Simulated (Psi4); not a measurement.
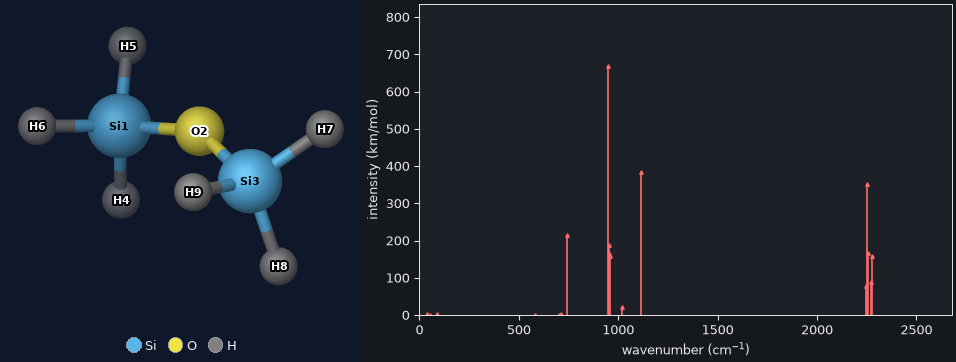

Infrared spectrum of Si₂H₆O, SMILES [SiH3]O[SiH3]. Unscaled harmonic wavenumbers and double-harmonic intensities, PBE0/pcseg-1 with Psi4 1.11, at a geometry relaxed at this level, isolated molecule. Modes within 2 cm⁻¹ of each other count as one line, with their intensities summed.

Which lines are the most intense?

Answer. 950.8 cm⁻¹ (668.7 km/mol), 1113.5 cm⁻¹ (383.1 km/mol) and 2252.6 cm⁻¹ (350.8 km/mol).

List the modes.

Answer.
| cm⁻¹ | km/mol |
| --- | --- |
| 37.3 | 3.1 |
| 54.9 | 0.0 |
| 86.2 | 2.3 |
| 582.7 | 1.4 |
| 700.7 | 0.0 |
| 712.8 | 1.9 |
| 741.2 (×2) | 214.4 |
| 950.8 (×2) | 668.7 |
| 953.0 | 187.9 |
| 955.9 | 167.1 |
| 960.1 | 157.4 |
| 1020.8 | 22.6 |
| 1113.5 | 383.1 |
| 2245.5 | 77.9 |
| 2248.2 | 1.5 |
| 2252.6 | 350.8 |
| 2256.1 | 165.3 |
| 2273.1 | 87.8 |
| 2277.5 | 159.8 |

Caveats: double-zeta basis.
